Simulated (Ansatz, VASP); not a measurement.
## SnSe in two plane-wave programs

Wanted: the spread between two codes on one cell, functional and k mesh. The cell is a member of a volume series, scaled by 0.98 from a relaxed one, so a pressure remains.

Method: plane waves, with VASP 6.6.1 beside it; single point at r2SCAN with rVV10, in Ansatz 0.2.0.

### 1. The structure

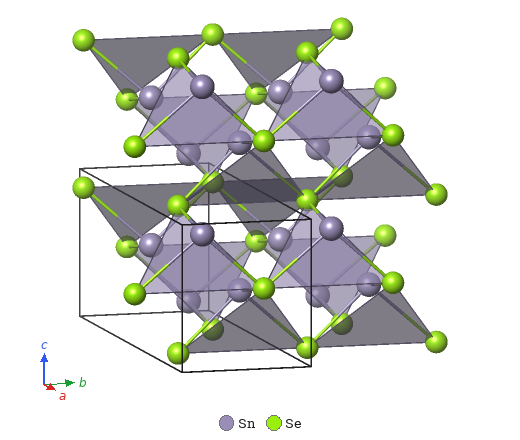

The starting structure, seen slightly off an axis (tin purple, selenium green). 1×2×2 cells are drawn. Some periodic images of atoms are drawn too.

Coordinates:

```cif
data_structure
_symmetry_space_group_name_H-M 'Pnma'
_symmetry_Int_Tables_number 62
_cell_length_a 11.4586
_cell_length_b 4.0944
_cell_length_c 4.5553
_cell_angle_alpha 90.000
_cell_angle_beta 90.000
_cell_angle_gamma 90.000
_cell_volume 213.72
loop_
_atom_site_label
_atom_site_type_symbol
_atom_site_symmetry_multiplicity
_atom_site_Wyckoff_symbol
_atom_site_fract_x
_atom_site_fract_y
_atom_site_fract_z
_atom_site_occupancy
Sn1 Sn 4 c 0.61754 0.75000 0.38217 1
Se1 Se 4 c 0.14649 0.25000 0.51552 1
```

### 2. Ansatz: single point, r2SCAN with rVV10

Ansatz runs on its default PAW (the set named soft_2) files.

With cell and atoms fixed, the geometry can't cause a difference; cores, projectors, grids and the points listed under the comparison can.

Input file input.yaml:

```yaml
crystal:
  lattice:
    - [11.4586047043, 0.0, 0.0]
    - [0.0, 4.0944295767, 0.0]
    - [0.0, 0.0, 4.5552893995]
  atoms:
    - { symbol: Sn, position: [0.6175420852, 0.75, 0.3821711671] }
    - { symbol: Sn, position: [0.8824579148, 0.25, 0.8821711671] }
    - { symbol: Sn, position: [0.3824579148, 0.25, 0.6178288329] }
    - { symbol: Sn, position: [0.1175420852, 0.75, 0.1178288329] }
    - { symbol: Se, position: [0.1464903121, 0.25, 0.5155170547] }
    - { symbol: Se, position: [0.6464903121, 0.25, 0.9844829453] }
    - { symbol: Se, position: [0.3535096879, 0.75, 0.0155170547] }
    - { symbol: Se, position: [0.8535096879, 0.75, 0.4844829453] }
hamiltonian:
  xc: r2scan
  pseudopotentials: { kind: paw }
  dispersion: rvv10
kpoints:
  mp_grid: { grid: [3, 7, 6] }
scf:
  occupations: { method: gaussian, width: 0.05 }
  n_extra_bands: 6
output:
  forces: true
  stress: true
  eigenvalues: true
```

Command:

```sh
$ ansatz run input.yaml --threads 4 --pin off --max-ram 9216MiB --backend cpu --events-out ev --progress --plain --runs-dir out
```

Numbers of over 12 decimals in the logs are rounded to 6 here.

The program printed:

```text
scf.n_extra_bands = 6 over 60 filled bands (N_el = 120.0): the run solves 66 bands
Engine: ansatz 0.2.0, aarch64-unknown-linux-gnu
Pseudopotentials: kind: paw
Pseudopotential: Sn, paw, valence charge 14, recommended cutoff 500 eV (meta_gga), Sn.paw.azcp
Pseudopotential: Se, paw, valence charge 16, recommended cutoff 500 eV (meta_gga), Se.paw.azcp
Functional definition: r2SCAN+rVV10
  parameter k0 = 0.174
  parameter k1 = 0.065
  parameter a1 = 4.9479
  exchange = r2scan_x(k0 = k0, k1 = k1, a1 = a1)
  correlation = r2scan_c + rvv10(11.95, 0.0093)
Crystal: 8 atoms, lattice volume = 213.718 Å³
Basis set: ecut = 500 eV, 5419 PW (Γ), exchange–correlation on 384×144×160 points (64 copies of the dense FFT grid, shifted against one another)
Bands: 66, of which v1, the nominal top of the filled ones, is band 60 counted from 1 (59 counted from 0)
Symmetry: 8 space group operations
Space group: Pnma (ITA 62), of the structure as read, at distance tolerance 6.0e-5 Å
k-points: 32 of 126
Non-local potential: Sn, projectors of the file, l = 0: 2, l = 1: 2, l = 2: 2, l = 3: 2
Non-local potential: Se, projectors of the file, l = 0: 2, l = 1: 2, l = 2: 3, l = 3: 1
PAW form: soft (Blöchl's): semilocal exchange-correlation on the pseudo side does not see the compensation charge
rVV10 density: all electrons in the spheres
PAW frozen core: Sn, regenerated for the run's functional (the file was generated under x = pbe(κ = 0.804, μ = 0.219515), c = pbe(β = 0.066725))
PAW frozen core: Se, regenerated for the run's functional (the file was generated under x = pbe(κ = 0.804, μ = 0.219515), c = pbe(β = 0.066725))
PAW one-centre angular grid: Sn, 590 points (default); XC on 249 of its mesh's 2787 points in the sphere
PAW one-centre angular grid: Se, 590 points (default); XC on 160 Gauss nodes
Initial density: superposition of atomic densities (neutral atoms: chi_scale 0, normalization atom), corrected by the library's trained network
Initial wavefunctions: pseudopotential atomic-orbital guess
Functional: x = r2scan, c = r2scan + rvv10(b = 11.95, C = 0.0093); τ floored in thin density (d = 2e-4 eV/Å³)
SCF iter   1: F=—  HF=-46057.764845 eV  |F-HF|=—  |Δ(HF+E_count)|=         —  Δρ=4.84e-3  dr2=4.94e-2  dr2_τ=1.48e-2  ethr=1.77e-3  ⟨swp⟩=6.2  Hψ=8055  notcnv=0
preconditioner: auto → Resta (q_TF=auto, 2.478 Å⁻¹)  ε∞=2.9  [insulator: Δε(μ)=0.934 eV  Ē_g=16.453 eV  σ=0.050 eV  W_gap=1.00  n_scr=56 (ndim 8)  ℏωp=22.7 eV  f_vac=0.001  D(μ)=0.00/eV (n_scr^D=0)  ε∞_Penn≈2.9]
SCF iter   2: F=—  HF=-46057.815546 eV  |F-HF|=—  |Δ(HF+E_count)|=   5.07e-2  Δρ=2.46e-3  dr2=1.26e-2  dr2_τ=3.09e-4  ethr=4.12e-5  ⟨swp⟩=3.0  Hψ=4624  notcnv=0  defer=53
SCF iter   3: F=—  HF=-46057.817888 eV  |F-HF|=—  |Δ(HF+E_count)|=   2.34e-3  Δρ=7.79e-4  dr2=9.04e-4  dr2_τ=2.44e-5  ethr=1.05e-5  ⟨swp⟩=2.0  Hψ=2571  notcnv=0  defer=53
SCF iter   4: F=—  HF=-46057.818224 eV  |F-HF|=—  |Δ(HF+E_count)|=   3.36e-4  Δρ=1.86e-4  dr2=6.03e-5  dr2_τ=1.67e-6  ethr=7.53e-7  ⟨swp⟩=2.0  Hψ=3083  notcnv=0  defer=53
SCF iter   5: F=—  HF=-46057.818255 eV  |F-HF|=—  |Δ(HF+E_count)|=   3.16e-5  Δρ=4.78e-5  dr2=6.95e-6  dr2_τ=2.42e-7  ethr=5.02e-8  ⟨swp⟩=2.1  Hψ=2739  notcnv=0  defer=53
SCF iter   6: F=—  HF=-46057.818256 eV  |F-HF|=—  |Δ(HF+E_count)|=   5.55e-7  Δρ=1.46e-5  dr2=5.00e-7  dr2_τ=2.83e-8  ethr=5.79e-9  ⟨swp⟩=2.2  Hψ=3888  notcnv=0  defer=53
SCF iter   7: F=-46057.818256 eV  HF=-46057.818256 eV  |F-HF|=3.81e-8  |Δ(HF+E_count)|=   3.89e-7  Δρ=4.76e-6  dr2=4.14e-8  dr2_τ=1.05e-9  ethr=8.33e-11  ⟨swp⟩=9.9  Hψ=10827  notcnv=0
SCF 1 converged in 7 iterations: F = -46057.818256 eV  dr2 = 4.14e-8
  greatest PAW one-centre occupation: 1.000 electrons in one spin orbital (limit 2), on the Se atom at site 6 (counted from 0), in its partial waves of l = 2
SCF converged after 7 iterations
Free energy (F): -46057.818256 eV
Harris-Foulkes:  -46057.818256 eV  (|F-HF|=3.81e-8)
Internal energy: -46057.818256 eV  (E = F + TS)
E sigma→0 (E₀):  -46057.818256 eV
Fermi energy:    9.310930 eV
--- Per-component energies (eV) ---
  E_band       = -1972.539550
  E_kinetic    = 1217.931539
  E_local      = -13353.374287  (includes V_loc(G=0)·N_el)
  E_nonlocal   = -2514.212369
  E_hartree    = 7041.009321
  E_xc         = -1883.338765
  E_vxc        = -841.645467  (∫ρ·V_xc dr)
  E_paw        = -24325.912179  (= ΣΔE_a)
  E_vpaw       = -609.937108  (= ΣTr[D̂ρ^β])
  E_aug_tail   = -0.000835  (compensation charges beyond the density's cutoff)
  E_vtau       = 46.677956  (kinetic-family band-sum trace: ∫τ·v_τ [+ j·A + Jᵃ·Aᵃ] dr)
  E_ewald      = -12235.802879
  E_core_change = -4.117802  (= ΣΔE_core)
  E_smearing   = -0.000000  (= −TS)
  E_closure    = -0.000000  (closes the sum)
  Σ components = -46057.818256   (vs F -46057.818256, Δ=0.00e0)
--- Forces (eV/Å), atoms counted from 1 ---
  atom   1  Sn    -0.08059391     0.00000000     0.07007503
  atom   2  Sn     0.08059391     0.00000000     0.07007503
  atom   3  Sn     0.08059391     0.00000000    -0.07007503
  atom   4  Sn    -0.08059391     0.00000000    -0.07007503
  atom   5  Se    -0.05167590     0.00000000     0.05556701
  atom   6  Se    -0.05167590     0.00000000    -0.05556701
  atom   7  Se     0.05167590     0.00000000     0.05556701
  atom   8  Se     0.05167590     0.00000000    -0.05556701
  max |Σ_I F_I| component: 2.78e-17 eV/Å
--- Stress (GPa, compression-positive) ---
        1.009572       0.000000       0.000000
        0.000000       1.034043       0.000000
        0.000000       0.000000       0.924602
  P = ⅓ Tr σ = 0.9894 GPa (9.894 kbar)
--- Band table (eV; the first three rows and the last of 32) ---
  k-point 0: bands = [... 56 lower, 7.1438, 7.7913, 7.9817, 8.4405, 9.8284, 11.8419, 11.8765, 11.9759, ... 2 higher]
  k-point 1: bands = [... 56 lower, 7.1688, 7.6594, 8.2678, 8.4236, 9.9575, 11.0170, 11.8595, 11.8966, ... 2 higher]
  k-point 2: bands = [... 56 lower, 7.4695, 8.3156, 8.3296, 8.8321, 10.1223, 10.5995, 10.6898, 11.0537, ... 2 higher]
  k-point 31: bands = [... 56 lower, 6.9115, 6.9115, 7.4424, 7.4424, 11.3911, 11.3911, 11.9734, 11.9734, ... 2 higher]
```

Run time: 23 s. Hardware: 4 threads of Arm Neoverse V1, shared host; peak memory 1.5 GiB.

Reading the cycles: dr2 is the Hartree energy of the density residual (eV), the measure of convergence; HF is the Harris–Foulkes estimate of the energy, which meets the free energy F at convergence.

The run ends at a pressure of 0.99 GPa, with forces up to 0.11 eV/Å.

### 3. VASP: single point, r2SCAN with rVV10

The same cell, functional, mesh and smearing now go to VASP, with its own data sets and cutoff.

Lines of VASP's logs that name or quote its potential files are left out, and so is its time.

Input file INCAR:

```
SYSTEM = SnSe
PREC = Accurate
ENCUT = 400
EDIFF = 1E-06
NELM = 100
ISMEAR = 0
SIGMA = 0.05
LREAL = .FALSE.
ALGO = Normal
METAGGA = R2SCAN
LUSE_VDW = .TRUE.
IVDW_NL = 2
BPARAM = 11.95
CPARAM = 0.0093
LASPH = .TRUE.
NBANDS = 49
LORBIT = 11
LWAVE = .FALSE.
LCHARG = .FALSE.
KPAR = 4
ISIF = 2
```

Input file POSCAR:

```
SnSe
1.0
   11.4586047043      0.0000000000      0.0000000000
    0.0000000000      4.0944295767      0.0000000000
    0.0000000000      0.0000000000      4.5552893995
Sn Se
4 4
Direct
    0.6175420852      0.7500000000      0.3821711671
    0.8824579148      0.2500000000      0.8821711671
    0.3824579148      0.2500000000      0.6178288329
    0.1175420852      0.7500000000      0.1178288329
    0.1464903121      0.2500000000      0.5155170547
    0.6464903121      0.2500000000      0.9844829453
    0.3535096879      0.7500000000      0.0155170547
    0.8535096879      0.7500000000      0.4844829453
```

Input file KPOINTS:

```
Automatic mesh
0
Gamma
3 7 6
0 0 0
```

Potentials, in the order of the species: Sn_d and Se (PBE family, release 64).

Command:

```sh
$ mpirun -np 4 vasp_std
```

The program printed:

```text
[banner, memory and clock lines left out]
running    4 mpi-ranks, on    1 nodes
 distrk:  each k-point on    1 cores,    4 groups
 distr:  one band on    1 cores,    1 groups

 POSCAR found type information on POSCAR SnSe
 POSCAR found :  2 types and       8 ions
|                                                                             |
|               ----> ADVICE to this user running VASP <----                  |
|                                                                             |
|     You have switched on vdW-DFT.                                           |
|     This routine was written and supplied by Jiri Klimes. We recommend      |
|     that you carefully read and cite the following publications:            |
|       J. Klimes, D.R. Bowler, A. Michelides                                 |
|          J. Phys.: Cond Matt. 22 022201 (2010)                              |
|       J. Klimes, D.R. Bowler, A. Michelides                                 |
|          Phys. Rev. B. 83, 195131 (2011)                                    |
|     and references therein.                                                 |
|                                                                             |

|                                                                             |
|               ----> ADVICE to this user running VASP <----                  |
|                                                                             |
|     You enforced a specific xc type in the INCAR file but a different       |
|     [... a line on the potential file left out ...]
|     I HOPE YOU KNOW WHAT YOU ARE DOING!                                     |
|                                                                             |

 LDA part: xc-table for (None), standard interpolation
 POSCAR, INCAR and KPOINTS ok, starting setup
 FFT: planning ... GRIDC
 FFT: planning ... GRID_SOFT
 FFT: planning ... GRID
 WAVECAR not read
 entering main loop
       N       E                     dE             d eps       ncg     rms          rms(c)
Total rVV10 correction in eV:      1.9286578    88.0370346
Total rVV10 correction in eV:      1.9286578    88.0370346
Total rVV10 correction in eV:      1.9286578    88.0370346
Total rVV10 correction in eV:      1.9286578    88.0370346
DAV:   1     0.683495684532E+03    0.68350E+03   -0.32806E+04  3297   0.184E+03
DAV:   2    -0.326479289961E+02   -0.71614E+03   -0.69588E+03  3176   0.540E+02
DAV:   3    -0.162749434589E+03   -0.13010E+03   -0.12468E+03  3780   0.195E+02
DAV:   4    -0.170878941281E+03   -0.81295E+01   -0.79968E+01  3661   0.510E+01
DAV:   5    -0.171163497808E+03   -0.28456E+00   -0.28395E+00  3925   0.991E+00    0.791E+00
Total rVV10 correction in eV:      1.9534210    88.0370359
Total rVV10 correction in eV:      1.9534210    88.0370359
Total rVV10 correction in eV:      1.9534210    88.0370359
Total rVV10 correction in eV:      1.9534210    88.0370359
DAV:   6    -0.157712945115E+03    0.13451E+02   -0.42175E+00  4255   0.190E+01    0.535E+00
Total rVV10 correction in eV:      1.9857043    88.0370359
Total rVV10 correction in eV:      1.9857043    88.0370359
Total rVV10 correction in eV:      1.9857043    88.0370359
Total rVV10 correction in eV:      1.9857043    88.0370359
DAV:   7    -0.157760028811E+03   -0.47084E-01   -0.87837E-01  3976   0.399E+00    0.189E+00
Total rVV10 correction in eV:      1.9912760    88.0370359
Total rVV10 correction in eV:      1.9912760    88.0370359
Total rVV10 correction in eV:      1.9912760    88.0370359
Total rVV10 correction in eV:      1.9912760    88.0370359
DAV:   8    -0.157772805549E+03   -0.12777E-01   -0.42203E-02  3966   0.146E+00    0.601E-01
Total rVV10 correction in eV:      1.9938934    88.0370359
Total rVV10 correction in eV:      1.9938934    88.0370359
Total rVV10 correction in eV:      1.9938934    88.0370359
Total rVV10 correction in eV:      1.9938934    88.0370359
DAV:   9    -0.157776197528E+03   -0.33920E-02   -0.11240E-02  3637   0.433E-01    0.233E-01
Total rVV10 correction in eV:      1.9950857    88.0370359
Total rVV10 correction in eV:      1.9950857    88.0370359
Total rVV10 correction in eV:      1.9950857    88.0370359
Total rVV10 correction in eV:      1.9950857    88.0370359
DAV:  10    -0.157776460611E+03   -0.26308E-03   -0.12606E-03  4256   0.282E-01    0.982E-02
Total rVV10 correction in eV:      1.9960835    88.0370359
Total rVV10 correction in eV:      1.9960835    88.0370359
Total rVV10 correction in eV:      1.9960835    88.0370359
Total rVV10 correction in eV:      1.9960835    88.0370359
DAV:  11    -0.157776624130E+03   -0.16352E-03   -0.42741E-04  3898   0.110E-01    0.191E-02
Total rVV10 correction in eV:      1.9961472    88.0370359
Total rVV10 correction in eV:      1.9961472    88.0370359
Total rVV10 correction in eV:      1.9961472    88.0370359
Total rVV10 correction in eV:      1.9961472    88.0370359
DAV:  12    -0.157776628622E+03   -0.44919E-05   -0.44371E-05  4356   0.442E-02    0.131E-02
Total rVV10 correction in eV:      1.9963263    88.0370359
Total rVV10 correction in eV:      1.9963263    88.0370359
Total rVV10 correction in eV:      1.9963263    88.0370359
Total rVV10 correction in eV:      1.9963263    88.0370359
DAV:  13    -0.157776630335E+03   -0.17131E-05   -0.13570E-05  3531   0.205E-02    0.269E-03
Total rVV10 correction in eV:      1.9963132    88.0370359
Total rVV10 correction in eV:      1.9963132    88.0370359
Total rVV10 correction in eV:      1.9963132    88.0370359
Total rVV10 correction in eV:      1.9963132    88.0370359
DAV:  14    -0.157776629765E+03    0.56958E-06   -0.10281E-06  2105   0.726E-03
Total rVV10 correction in eV:      1.9963032    88.0370359
Total rVV10 correction in eV:      1.9963032    88.0370359
Total rVV10 correction in eV:      1.9963032    88.0370359
Total rVV10 correction in eV:      1.9963032    88.0370359
Total rVV10 correction in eV:      1.9963102    88.0370359
Total rVV10 correction in eV:      1.9963102    88.0370359
Total rVV10 correction in eV:      1.9963102    88.0370359
Total rVV10 correction in eV:      1.9963102    88.0370359
   1 F= -.15777663E+03 E0= -.15777663E+03  d E =-.391226E-14
```

Parts of OUTCAR (step 3):

```text
ion  position               nearest neighbor table
   1  0.618  0.750  0.382-   8 2.74   6 2.75   6 2.75   3 3.55   3 3.55
   2  0.882  0.250  0.882-   6 2.74   8 2.75   8 2.75   4 3.55   4 3.55
   3  0.382  0.250  0.618-   5 2.74   7 2.75   7 2.75   1 3.55   1 3.55
   4  0.118  0.750  0.118-   7 2.74   5 2.75   5 2.75   2 3.55   2 3.55
   5  0.146  0.250  0.516-   3 2.74   4 2.75   4 2.75
   6  0.646  0.250  0.984-   2 2.74   1 2.75   1 2.75
   7  0.354  0.750  0.016-   4 2.74   3 2.75   3 2.75
   8  0.854  0.750  0.484-   1 2.74   2 2.75   2 2.75

  LATTYP: Found a simple orthorhombic cell.
 ALAT       =     4.0944295767
 B/A-ratio  =     1.1125577603
 C/A-ratio  =     2.7985839028

 Subroutine GETGRP returns: Found  8 space group operations
 (whereof  2 operations were pure point group operations)

The static configuration has the point symmetry S_2 .
 The point group associated with its full space group is D_2h.

 Found     32 irreducible k-points:

   k-points           NKPTS =     32   k-points in BZ     NKDIM =     32   number of bands    NBANDS=     49

   dimension x,y,z NGX =    80 NGY =   28 NGZ =   30
   dimension x,y,z NGXF=   160 NGYF=   56 NGZF=   60

   ENCUT  =  400.0 eV  29.40 Ry    5.42 a.u.  18.69  6.68  7.43*2*pi/ulx,y,z

   NELECT =      80.0000    total number of electrons

 k-points in reciprocal lattice and weights: Automatic mesh
   0.00000000  0.00000000  0.00000000       0.008
   0.33333333  0.00000000  0.00000000       0.016
   0.00000000  0.14285714  0.00000000       0.016
   0.33333333  0.14285714  0.00000000       0.032
   0.00000000  0.28571429  0.00000000       0.016
   0.33333333  0.28571429  0.00000000       0.032
   0.00000000  0.42857143  0.00000000       0.016
   0.33333333  0.42857143  0.00000000       0.032
   0.00000000  0.00000000  0.16666667       0.016
[...]
0.00000000  0.42857143  0.50000000       0.016
   0.33333333  0.42857143  0.50000000       0.032

 average (electrostatic) potential at core
       1-107.0928       2-107.0928       3-107.0928       4-107.0928       5 -57.1267
       6 -57.1267       7 -57.1267       8 -57.1267

 E-fermi :   5.5320

 k-point     1 :       0.0000    0.0000    0.0000
  band No.  band energies     occupation
    ...
     36       3.2100      2.00000
     37       3.5828      2.00000
     38       4.2421      2.00000
     39       4.4309      2.00000
     40       4.8891      2.00000
     41       6.2673      0.00000
     42       8.2717      0.00000
     43       8.3134      0.00000
     44       8.4067      0.00000
     45       8.6356      0.00000
    ...

 k-point     2 :       0.3333    0.0000    0.0000
  band No.  band energies     occupation
    ...
     36       3.1605      2.00000
     37       3.3860      2.00000
     38       3.4588      2.00000
     39       4.5865      2.00000
     40       4.8150      2.00000
     41       7.3886      0.00000
     42       8.0261      0.00000
     43       8.1205      0.00000
     44       8.4122      0.00000
     45       9.0321      0.00000
    ...

 k-point     3 :       0.0000    0.1429    0.0000
  band No.  band energies     occupation
    ...
     36       3.2739      2.00000
     37       3.4535      2.00000
     38       4.4545      2.00000
     39       4.5774      2.00000
     40       4.7964      2.00000
     41       6.4322      0.00000
     42       7.6245      0.00000
     43       8.3526      0.00000
     44       8.5910      0.00000
     45       8.7176      0.00000
    ...

  Total        1.5343656      1.5487808      1.4192411      0.0000000      0.0000000      0.0000000
  in kB       11.5026610     11.6107273     10.6396084      0.0000000      0.0000000      0.0000000
  external PRESSURE =      11.2509989 kB  Pullay stress =       0.0000000 kB

  energy-cutoff  :      400.00
  volume of cell :      213.72
      direct lattice vectors                 reciprocal lattice vectors
    11.458604704  0.000000000  0.000000000     0.087270660  0.000000000  0.000000000
     0.000000000  4.094429577  0.000000000     0.000000000  0.244234265  0.000000000
     0.000000000  0.000000000  4.555289400     0.000000000  0.000000000  0.219525021

 POSITION                                       TOTAL-FORCE (eV/Angst)
 -----------------------------------------------------------------------------------
      7.07617      3.07082      1.74090        -0.099706     -0.000000      0.087994
     10.11174      1.02361      4.01854         0.099706     -0.000000      0.087994
      4.38243      1.02361      2.81439         0.099706     -0.000000     -0.087994
      1.34687      3.07082      0.53674        -0.099706      0.000000     -0.087994
      1.67857      1.02361      2.34833        -0.062209     -0.000000      0.071953
      7.40788      1.02361      4.48460        -0.062209     -0.000000     -0.071953
      4.05073      3.07082      0.07068         0.062209      0.000000      0.071953
      9.78003      3.07082      2.20696         0.062209      0.000000     -0.071953
 -----------------------------------------------------------------------------------
    total drift:                               -0.000000     -0.000000      0.000000

  FREE ENERGIE OF THE ION-ELECTRON SYSTEM (eV)
  ---------------------------------------------------
  free  energy   TOTEN  =      -157.7766297653 eV

  energy  without entropy=     -157.7766297653  energy(sigma->0) =     -157.77662977

 total charge
# of ion       s       p       d       tot
------------------------------------------
    1        1.312   0.799   9.995  12.106
    2        1.312   0.799   9.995  12.106
    3        1.312   0.799   9.995  12.106
    4        1.312   0.799   9.995  12.106
    5        1.466   2.386   0.026   3.879
    6        1.466   2.386   0.026   3.879
    7        1.466   2.386   0.026   3.879
    8        1.466   2.386   0.026   3.879
--------------------------------------------------
tot         11.112  12.742  40.087  63.941

[... 3 further parts left out ...]
```

The run ends at a pressure of 1.13 GPa, with forces up to 0.13 eV/Å.

[end of part 1 of 2]

[Lines on the potential files, build, host, timing and source positions are cut from VASP's logs without a mark.]

[Logs are printed without paths, hosts, clocks, repeated set-up lines and the standing remarks that a program may print on its own settings, such as how far it seeks lower states.]

[Hosts, paths, dates, database ids (printed as entryN), source tags and the programs' standing remarks are cut or masked in the printed files.]
